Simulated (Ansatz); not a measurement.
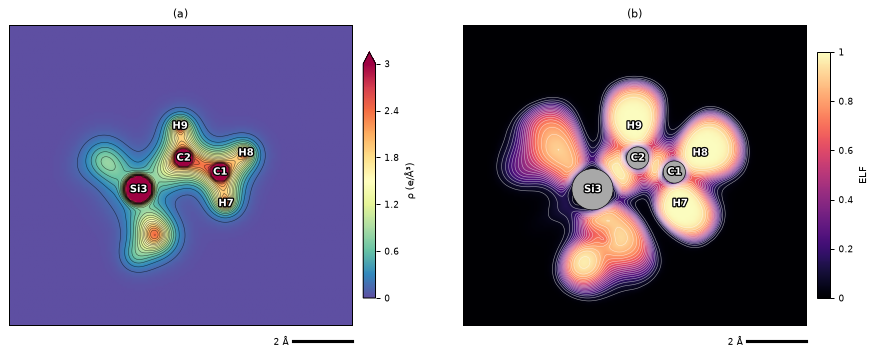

Figure 1: C₂H₉N₃Si. (a) electron density; (b) electron localisation function on the plane of atoms C1, C2 and H9. Grey discs cover the atomic cores in the ELF map.

Geometry: PBE0-D4/def2-TZVP.

Theory: RKS PBE0-D4/def2-TZVPP (Ansatz 0.2.0).

```yaml
atoms:
  - { symbol: C, position_ang: [-0.0299, -2.2804, 0.5683] }
  - { symbol: C, position_ang: [-0.3179, -1.0380, 0.9494] }
  - { symbol: Si, position_ang: [0.0104, 0.4820, -0.0824] }
  - { symbol: N, position_ang: [0.1595, -0.0832, -1.6992] }
  - { symbol: N, position_ang: [1.4596, 1.3694, 0.1551] }
  - { symbol: N, position_ang: [-1.2187, 1.5839, 0.3980] }
  - { symbol: H, position_ang: [0.4146, -2.4849, -0.4022] }
  - { symbol: H, position_ang: [-0.2136, -3.1432, 1.2036] }
  - { symbol: H, position_ang: [-0.7482, -0.9043, 1.9424] }
  - { symbol: H, position_ang: [0.4797, 0.5504, -2.4138] }
  - { symbol: H, position_ang: [-0.5060, -0.7416, -2.0693] }
  - { symbol: H, position_ang: [2.3399, 0.9643, -0.1184] }
  - { symbol: H, position_ang: [1.5550, 1.9333, 0.9835] }
  - { symbol: H, position_ang: [-1.2698, 2.5005, -0.0170] }
  - { symbol: H, position_ang: [-2.1363, 1.2410, 0.6313] }
```

**Describe what can be read from this map.**

The section cuts through C, Si and H sites. C–C (1.33 Å): ρ at the midpoint is about 2.4 e/Å³; the ELF peaks at about 0.95 between the atoms: a short, multiple covalent bond. C–Si (1.87 Å): ρ at the midpoint is about 1 e/Å³; the ELF peaks at about 1 between the atoms; localised, covalent bonding. C–H (1.09 Å): ρ at the midpoint is about 2.1 e/Å³; the ELF climbs to about 1 towards the hydrogen, as it does in any bond to H; an ordinary covalent bond to hydrogen. The ELF also peaks beside N4 and N6, away from the bonds: lone-pair regions.
